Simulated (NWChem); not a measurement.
## Energy and gradient calculation, with input and output: SiF$_{5}$ (charge −1) (part 3 of 4)

SiF$_{5}$, charge −1, SMILES F[Si-](F)(F)(F)F; SVWN5/6-31G, RKS (NWChem 7.3.0). The geometry comes from this level: PBE0-D4/def2-TZVPD.

Geometry of the input (Å):
```
F  -0.7169  -1.1060  1.0235
Si 0.0000  0.0000  0.0000
F  -1.4667  0.5835  -0.3964
F  0.6515  -1.2184  -0.8602
F  0.7165  1.1058  -1.0240
F  0.8155  0.6351  1.2570
```

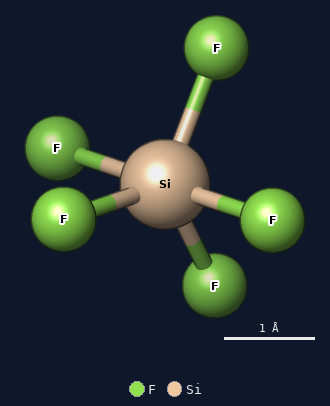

Fig. 1: The structure (ball-and-stick view, seen at a tilt).

### Log, continued
```
 Vector   36  Occ=0.000000D+00  E= 4.501986D-01
              MO Center= -4.2D-02, -2.5D-02, -5.6D-02, r^2= 3.4D+00
   Bfn.  Coefficient  Atom+Function         Bfn.  Coefficient  Atom+Function
  ----- ------------  ---------------      ----- ------------  ---------------
    18      1.260430  2 Si pz                22     -0.892858  2 Si pz
    16      0.763388  2 Si px                17      0.672151  2 Si py
    20     -0.540769  2 Si px                21     -0.476129  2 Si py
    58      0.294941  6 F  pz                14     -0.258734  2 Si pz
    54      0.208685  6 F  pz                56      0.191410  6 F  px

 Vector   37  Occ=0.000000D+00  E= 4.502705D-01
              MO Center=  4.2D-02,  2.5D-02,  5.7D-02, r^2= 3.4D+00
   Bfn.  Coefficient  Atom+Function         Bfn.  Coefficient  Atom+Function
  ----- ------------  ---------------      ----- ------------  ---------------
    16      1.247751  2 Si px                17     -1.009882  2 Si py
    20     -0.883526  2 Si px                21      0.715079  2 Si py
    29      0.304786  3 F  px                12     -0.256140  2 Si px
    39     -0.241932  4 F  py                25      0.218317  3 F  px
    18     -0.217159  2 Si pz                13      0.207313  2 Si py

 Vector   38  Occ=0.000000D+00  E= 5.130227D-01
              MO Center=  2.0D-05,  1.5D-05,  2.1D-05, r^2= 2.4D+00
   Bfn.  Coefficient  Atom+Function         Bfn.  Coefficient  Atom+Function
  ----- ------------  ---------------      ----- ------------  ---------------
    17      1.134368  2 Si py                18     -1.050304  2 Si pz
    16      0.735348  2 Si px                21     -0.563832  2 Si py
    22      0.522050  2 Si pz                20     -0.365503  2 Si px
     8      0.239997  1 F  py                13     -0.241150  2 Si py
    48      0.239953  5 F  py                14      0.223276  2 Si pz

 Vector   39  Occ=0.000000D+00  E= 1.105752D+00
              MO Center= -2.3D-01, -1.5D-01, -3.2D-01, r^2= 3.2D+00
   Bfn.  Coefficient  Atom+Function         Bfn.  Coefficient  Atom+Function
  ----- ------------  ---------------      ----- ------------  ---------------
     3      0.362222  1 F  px                43     -0.362239  5 F  px
     7     -0.341324  1 F  px                47      0.341340  5 F  px
    26      0.325684  3 F  py                30     -0.314863  3 F  py
    35     -0.315680  4 F  py                39      0.305194  4 F  py
    27     -0.301486  3 F  pz                 4     -0.297737  1 F  py

 Vector   40  Occ=0.000000D+00  E= 1.105798D+00
              MO Center=  2.3D-01,  1.5D-01,  3.2D-01, r^2= 3.2D+00
   Bfn.  Coefficient  Atom+Function         Bfn.  Coefficient  Atom+Function
  ----- ------------  ---------------      ----- ------------  ---------------
    53     -0.370259  6 F  py                 5      0.368015  1 F  pz
    45     -0.367831  5 F  pz                57      0.358018  6 F  py
     9     -0.346803  1 F  pz                49      0.346656  5 F  pz
    54      0.342738  6 F  pz                58     -0.331407  6 F  pz
    52     -0.239946  6 F  px                56      0.232012  6 F  px

 Vector   41  Occ=0.000000D+00  E= 1.264316D+00
              MO Center=  1.2D-01,  7.5D-02,  1.6D-01, r^2= 3.3D+00
   Bfn.  Coefficient  Atom+Function         Bfn.  Coefficient  Atom+Function
  ----- ------------  ---------------      ----- ------------  ---------------
    56     -0.467021  6 F  px                52      0.430281  6 F  px
    57      0.389376  6 F  py                38     -0.380949  4 F  px
    53     -0.360079  6 F  py                34      0.331477  4 F  px
    28     -0.318205  3 F  s                 37      0.308048  4 F  s
    24      0.302433  3 F  s                 30      0.303236  3 F  py

 Vector   42  Occ=0.000000D+00  E= 1.264518D+00
              MO Center= -1.2D-01, -7.6D-02, -1.6D-01, r^2= 3.3D+00
   Bfn.  Coefficient  Atom+Function         Bfn.  Coefficient  Atom+Function
  ----- ------------  ---------------      ----- ------------  ---------------
    31      0.447493  3 F  pz                27     -0.406198  3 F  pz
    40      0.404644  4 F  pz                55     -0.361543  6 F  s
    36     -0.357094  4 F  pz                38      0.351254  4 F  px
    51      0.343474  6 F  s                 34     -0.336660  4 F  px
     9     -0.303417  1 F  pz                49     -0.303359  5 F  pz

 Vector   43  Occ=0.000000D+00  E= 1.318881D+00
              MO Center=  1.1D-03,  8.3D-04,  1.6D-03, r^2= 3.6D+00
   Bfn.  Coefficient  Atom+Function         Bfn.  Coefficient  Atom+Function
  ----- ------------  ---------------      ----- ------------  ---------------
    38     -0.503222  4 F  px                31      0.467112  3 F  pz
    56      0.467881  6 F  px                34      0.443878  4 F  px
    27     -0.412014  3 F  pz                52     -0.412695  6 F  px
    30      0.408673  3 F  py                57     -0.398001  6 F  py
    40     -0.364930  4 F  pz                26     -0.360482  3 F  py

 Vector   44  Occ=0.000000D+00  E= 1.361443D+00
              MO Center=  3.7D-01,  9.4D-02,  3.6D-01, r^2= 4.4D+00
   Bfn.  Coefficient  Atom+Function         Bfn.  Coefficient  Atom+Function
  ----- ------------  ---------------      ----- ------------  ---------------
    58      0.554668  6 F  pz                18      0.530413  2 Si pz
    38     -0.495680  4 F  px                56      0.424534  6 F  px
    51     -0.417320  6 F  s                 30     -0.396853  3 F  py
    54     -0.353855  6 F  pz                34      0.348912  4 F  px
    39      0.340834  4 F  py                17      0.324740  2 Si py

 Vector   45  Occ=0.000000D+00  E= 1.361465D+00
              MO Center= -3.7D-01, -9.3D-02, -3.6D-01, r^2= 4.4D+00
   Bfn.  Coefficient  Atom+Function         Bfn.  Coefficient  Atom+Function
  ----- ------------  ---------------      ----- ------------  ---------------
    29      0.633970  3 F  px                16      0.551470  2 Si px
    40     -0.486082  4 F  pz                39     -0.439506  4 F  py
    25     -0.406873  3 F  px                24      0.393052  3 F  s
    17     -0.384064  2 Si py                57      0.354114  6 F  py
    33     -0.328656  4 F  s                 36      0.329522  4 F  pz

 Vector   46  Occ=0.000000D+00  E= 1.366818D+00
              MO Center=  4.7D-05, -7.2D-05,  1.2D-04, r^2= 4.6D+00
   Bfn.  Coefficient  Atom+Function         Bfn.  Coefficient  Atom+Function
  ----- ------------  ---------------      ----- ------------  ---------------
    17      0.590860  2 Si py                18     -0.546025  2 Si pz
     8      0.471931  1 F  py                48      0.471833  5 F  py
     9     -0.437284  1 F  pz                49     -0.437419  5 F  pz
    16      0.381983  2 Si px                30     -0.336840  3 F  py
    39     -0.336148  4 F  py                57     -0.337228  6 F  py

 Vector   47  Occ=0.000000D+00  E= 1.386717D+00
              MO Center= -1.0D-03, -6.2D-04, -1.6D-03, r^2= 5.0D+00
   Bfn.  Coefficient  Atom+Function         Bfn.  Coefficient  Atom+Function
  ----- ------------  ---------------      ----- ------------  ---------------
    29      0.385037  3 F  px                 8     -0.343681  1 F  py
    48      0.343496  5 F  py                58     -0.329045  6 F  pz
     2     -0.319623  1 F  s                 39      0.319811  4 F  py
    42     -0.319643  5 F  s                  9      0.317775  1 F  pz
    49     -0.318309  5 F  pz                25     -0.302349  3 F  px

 Vector   48  Occ=0.000000D+00  E= 1.423926D+00
              MO Center= -3.8D-04, -2.7D-04, -5.5D-04, r^2= 4.8D+00
   Bfn.  Coefficient  Atom+Function         Bfn.  Coefficient  Atom+Function
  ----- ------------  ---------------      ----- ------------  ---------------
    15      1.458889  2 Si s                 29     -0.544722  3 F  px
     8     -0.476948  1 F  py                48      0.476893  5 F  py
    19     -0.464622  2 Si s                 58      0.466512  6 F  pz
    39     -0.452485  4 F  py                 9      0.441452  1 F  pz
    49     -0.441580  5 F  pz                40     -0.319335  4 F  pz

 Vector   49  Occ=0.000000D+00  E= 1.527185D+00
              MO Center=  2.3D-01,  1.2D-01,  3.0D-01, r^2= 3.7D+00
   Bfn.  Coefficient  Atom+Function         Bfn.  Coefficient  Atom+Function
  ----- ------------  ---------------      ----- ------------  ---------------
     9      0.480535  1 F  pz                49     -0.480627  5 F  pz
    57      0.462966  6 F  py                58     -0.428572  6 F  pz
     5     -0.379043  1 F  pz                45      0.379070  5 F  pz
    53     -0.360353  6 F  py                54      0.333580  6 F  pz
    56      0.299928  6 F  px                 7      0.280590  1 F  px

 Vector   50  Occ=0.000000D+00  E= 1.527386D+00
              MO Center= -2.3D-01, -1.2D-01, -3.0D-01, r^2= 3.7D+00
   Bfn.  Coefficient  Atom+Function         Bfn.  Coefficient  Atom+Function
  ----- ------------  ---------------      ----- ------------  ---------------
     7      0.479843  1 F  px                47     -0.479885  5 F  px
    30     -0.414605  3 F  py                39      0.387086  4 F  py
    31      0.383713  3 F  pz                 3     -0.378421  1 F  px
     8     -0.378781  1 F  py                43      0.378467  5 F  px
    48      0.378558  5 F  py                40     -0.358772  4 F  pz

 Vector   51  Occ=0.000000D+00  E= 1.553385D+00
              MO Center=  2.0D-01,  9.1D-02,  2.4D-01, r^2= 3.9D+00
   Bfn.  Coefficient  Atom+Function         Bfn.  Coefficient  Atom+Function
  ----- ------------  ---------------      ----- ------------  ---------------
    58      0.619817  6 F  pz                 9      0.505733  1 F  pz
    49      0.505785  5 F  pz                22     -0.502395  2 Si pz
    54     -0.418920  6 F  pz                56      0.386338  6 F  px
     5     -0.374598  1 F  pz                45     -0.374667  5 F  pz
    40      0.352243  4 F  pz                39      0.343366  4 F  py

 Vector   52  Occ=0.000000D+00  E= 1.553465D+00
              MO Center= -2.0D-01, -9.0D-02, -2.3D-01, r^2= 3.9D+00
   Bfn.  Coefficient  Atom+Function         Bfn.  Coefficient  Atom+Function
  ----- ------------  ---------------      ----- ------------  ---------------
    29      0.645660  3 F  px                 7      0.509504  1 F  px
    47      0.509370  5 F  px                20     -0.506166  2 Si px
    39     -0.491605  4 F  py                25     -0.436156  3 F  px
     8     -0.391392  1 F  py                48     -0.391746  5 F  py
    21      0.389091  2 Si py                 3     -0.377376  1 F  px

 Vector   53  Occ=0.000000D+00  E= 1.699033D+00
              MO Center= -1.5D-04, -2.9D-05, -1.7D-04, r^2= 4.7D+00
   Bfn.  Coefficient  Atom+Function         Bfn.  Coefficient  Atom+Function
  ----- ------------  ---------------      ----- ------------  ---------------
    21      0.611371  2 Si py                22     -0.565864  2 Si pz
     8     -0.475094  1 F  py                48     -0.475015  5 F  py
     9      0.439670  1 F  pz                49      0.439664  5 F  pz
     6      0.422687  1 F  s                 46     -0.422830  5 F  s
    20      0.396120  2 Si px                30     -0.396593  3 F  py

 Vector   54  Occ=0.000000D+00  E= 1.733410D+00
              MO Center= -2.8D-04, -1.1D-04, -2.9D-04, r^2= 2.6D+00
   Bfn.  Coefficient  Atom+Function         Bfn.  Coefficient  Atom+Function
  ----- ------------  ---------------      ----- ------------  ---------------
     6      1.101873  1 F  s                 46      1.101806  5 F  s
     2     -0.997814  1 F  s                 42     -0.997777  5 F  s
    19     -0.407255  2 Si s                 24      0.231062  3 F  s
    33      0.231180  4 F  s                 51      0.231944  6 F  s
     8      0.229817  1 F  py                48     -0.230011  5 F  py

 Vector   55  Occ=0.000000D+00  E= 1.951715D+00
              MO Center=  7.1D-02,  5.8D-02,  1.1D-01, r^2= 3.4D+00
   Bfn.  Coefficient  Atom+Function         Bfn.  Coefficient  Atom+Function
  ----- ------------  ---------------      ----- ------------  ---------------
    55      1.773336  6 F  s                 51     -1.250354  6 F  s
    28     -0.900259  3 F  s                 37     -0.875962  4 F  s
    24      0.634942  3 F  s                 18     -0.616167  2 Si pz
    33      0.617811  4 F  s                 38      0.529358  4 F  px
    22     -0.471944  2 Si pz                30      0.436799  3 F  py

 Vector   56  Occ=0.000000D+00  E= 1.952061D+00
              MO Center= -7.2D-02, -5.8D-02, -1.1D-01, r^2= 3.4D+00
   Bfn.  Coefficient  Atom+Function         Bfn.  Coefficient  Atom+Function
  ----- ------------  ---------------      ----- ------------  ---------------
    37     -1.544050  4 F  s                 28      1.530082  3 F  s
    33      1.088611  4 F  s                 24     -1.078769  3 F  s
    16      0.597606  2 Si px                17     -0.513462  2 Si py
    56     -0.467234  6 F  px                20      0.457568  2 Si px
    40     -0.395804  4 F  pz                21     -0.393107  2 Si py

 Vector   57  Occ=0.000000D+00  E= 2.227681D+00
              MO Center=  4.9D-05,  1.9D-04, -3.7D-04, r^2= 3.0D+00
   Bfn.  Coefficient  Atom+Function         Bfn.  Coefficient  Atom+Function
  ----- ------------  ---------------      ----- ------------  ---------------
     6      1.866715  1 F  s                 46     -1.867315  5 F  s
     2     -1.210674  1 F  s                 42      1.211008  5 F  s
    17      0.853292  2 Si py                18     -0.789824  2 Si pz
    16      0.552911  2 Si px                 8      0.486648  1 F  py
    48      0.486608  5 F  py                 9     -0.450290  1 F  pz

 Vector   58  Occ=0.000000D+00  E= 2.233661D+00
              MO Center=  7.5D-04,  4.3D-04,  1.6D-03, r^2= 3.1D+00
   Bfn.  Coefficient  Atom+Function         Bfn.  Coefficient  Atom+Function
  ----- ------------  ---------------      ----- ------------  ---------------
    28      1.402054  3 F  s                 37      1.402066  4 F  s
    55      1.404870  6 F  s                 19     -1.215814  2 Si s
    24     -0.931966  3 F  s                 33     -0.931986  4 F  s
    51     -0.933703  6 F  s                 15     -0.889472  2 Si s
     6      0.873979  1 F  s                 46      0.872699  5 F  s

     ---------------------------------------------
      Total Density - Mulliken Population Analysis
     ---------------------------------------------

    Atom       Charge   Shell Charges
 -----------   ------   -------------------------------------------------------
    1 F    9     9.46   2.00  0.90  3.31  1.05  2.21
    2 Si  14    12.76   2.00  1.99  5.95  0.91  1.56 -0.07  0.41
    3 F    9     9.44   2.00  0.91  3.31  1.05  2.17
    4 F    9     9.44   2.00  0.91  3.31  1.05  2.17
    5 F    9     9.46   2.00  0.90  3.31  1.05  2.21
    6 F    9     9.44   2.00  0.91  3.31  1.05  2.17

     -------------------------------------------
      Total Density - Lowdin Population Analysis
     -------------------------------------------

    Atom       Charge   Shell Charges
 -----------   ------   -------------------------------------------------------
    1 F    9     9.45   1.99  0.92  3.21  0.92  2.39
    2 Si  14    12.86   2.00  1.96  5.87  0.60  1.43  0.24  0.77
    3 F    9     9.42   1.99  0.93  3.20  0.92  2.37
    4 F    9     9.42   1.99  0.93  3.20  0.92  2.37
    5 F    9     9.45   1.99  0.92  3.21  0.92  2.39
    6 F    9     9.42   1.99  0.93  3.20  0.92  2.37

 center of mass
 --------------
 x =  -0.00002920 y =   0.00000000 z =  -0.00002920

 moments of inertia (a.u.)
 ------------------
         627.399419343682         -30.768445561749          28.588327793431
         -30.768445561749         599.831939102807          44.047457730744
          28.588327793431          44.047457730744         606.690898003735

     Multipole analysis of the density
     ---------------------------------

     L   x y z        total         alpha         beta         nuclear
     -   - - -        -----         -----         ----         -------
     0   0 0 0     -1.000000    -30.000000    -30.000000     59.000000

     1   1 0 0      0.000147      0.000924      0.000924     -0.001701
     1   0 1 0      0.000034      0.000017      0.000017      0.000000
     1   0 0 1      0.000175      0.000938      0.000938     -0.001701

     2   2 0 0    -33.235860    -85.204110    -85.204110    137.172361
     2   1 1 0     -1.070397     -7.823076     -7.823076     14.575754
     2   1 0 1      0.993740      7.268360      7.268360    -13.542980
     2   0 2 0    -34.194757    -92.213249    -92.213249    150.231741
     2   0 1 1      1.531721     11.199032     11.199032    -20.866342
     2   0 0 2    -33.956505    -90.469496    -90.469496    146.982487
```
